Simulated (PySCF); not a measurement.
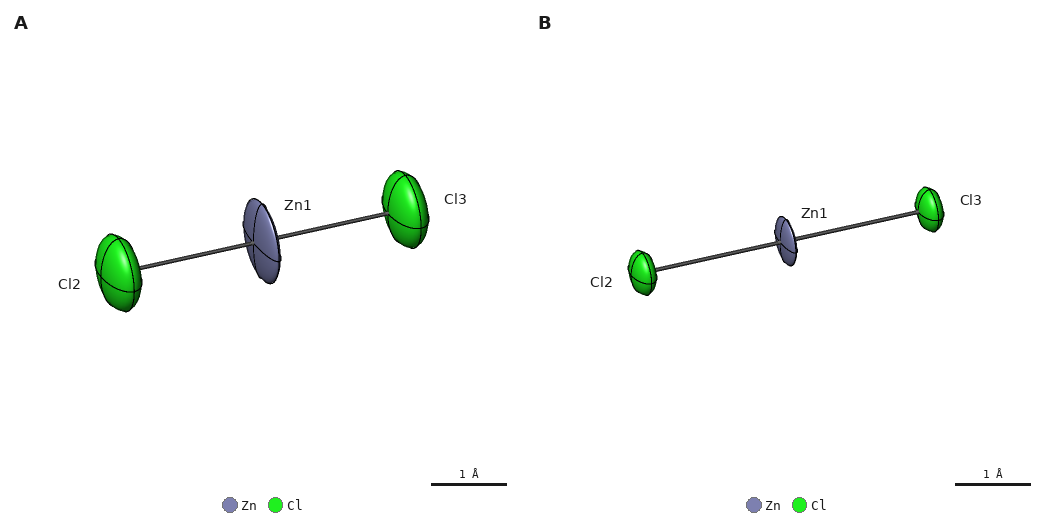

Displacement ellipsoids at the 50 % level, scaled by 3, from the internal vibrations of the free molecule (harmonic, no overall translation or rotation; no half-axis is drawn under 0.075 Å). Vibrations computed with RKS-based PBE0, Zn def2-TZVP, Cl def2-TZVP; non-relativistic; density fitting (PySCF 2.14.0). One panel is for 298 K, the other for 900 K.

Which panel is for 900 K?

A.

How much does the mean-square displacement of Zn1 grow, and why?

U_eq goes from 0.0036 to 0.0105 Å², a factor of 2.9. Modes below kT (626 cm⁻¹ at 900 K) grow about in proportion to T, and the lowest lies at 106 cm⁻¹; the mean-square amplitude of a mode is its zero-point value times coth(ħω/2kT), which comes close to 1 only above about 3kT.
